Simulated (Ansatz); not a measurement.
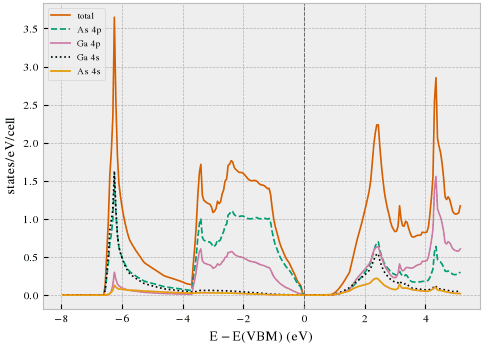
*Total and projected density of states of GaAs (zinc blende, F-43m), PBE in the plane-wave PAW code Ansatz*

Question: Which orbitals carry the states next to the gap?

Answer: Top 1 eV of the valence band: As 4p 76 %, Ga 4p 21 %. Bottom 1 eV of the conduction band: Ga 4s 37 %, As 4s 23 %, Ga 4p 20 %, As 4p 19 %. Projections are on Löwdin-orthogonalised atomic valence shells; empty p or d shells of many metals are not among them.

Question: Where is the tallest occupied peak in this window, and what makes it?

Answer: Near -6.2 eV, about 3.6 states/eV per cell; the largest projected share is Ga 4s.

The cell was relaxed with PBE under the symmetry of its start. Scalar-relativistic: spin–orbit coupling is off unless named, which matters more the heavier the elements.

Potentials: the earlier of the program's two PAW sets.
